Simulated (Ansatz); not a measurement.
# Ligand exchange: CH3Cl + Si(CH3)2(OH)(SiH3) → CH4O + Si(CH3)2(SiH3)Cl

Species: CH3Cl (chloromethane) `CCl`, singlet; Si(CH3)2(OH)(SiH3), singlet; CH4O (methanol) `CO`, singlet; Si(CH3)2(SiH3)Cl, singlet. The partners trade Cl for OH: C–Cl and Si–OH bonds give way to C–OH and Si–Cl.

Shapes, held fixed at every level: PBE0-D4/def2-TZVP. Flexible molecules stand in one conformer, not always the lowest. Programs: Ansatz 0.2.0. Electronic energies: no zero-point or thermal term.

```csv
level,kind,ΔE (kJ/mol),less CCSD(T)/CBS estimate
HF/def2-TZVPP,Hartree–Fock,+14.0,-1.9
PBE-D4/def2-TZVPP,GGA,+10.8,-5.1
B3LYP-D4/def2-TZVPP,global hybrid,+14.3,-1.6
wB97M-V/def2-TZVPP,range-separated hybrid,+14.1,-1.8
B2PLYP/def2-TZVPP,double hybrid,+17.3,+1.4
CCSD/def2-TZVPP,coupled cluster or CI,+16.0,+0.1
CCSD(T)/CBS estimate,coupled cluster or CI,+15.9,0.0
```

The highest level, CCSD(T)/CBS estimate, gives ΔE = +15.9 kJ/mol; the levels span +10.8 to +17.3. The column of differences is taken from that level and isn't an error. No measured value is set beside it here. The CBS estimate extrapolates MP2 from def2-TZVPP and def2-QZVPP and adds CCSD(T) − MP2 in the triple-zeta set, cores frozen.

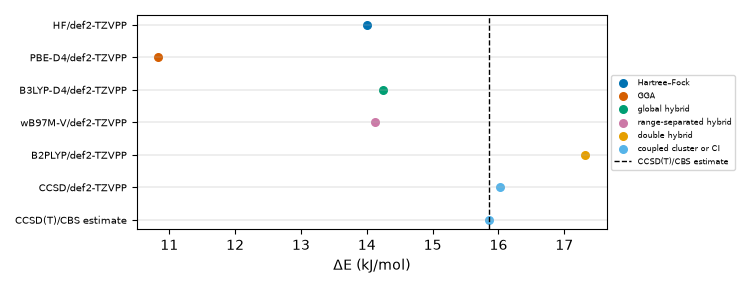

The values of the table, level by level.
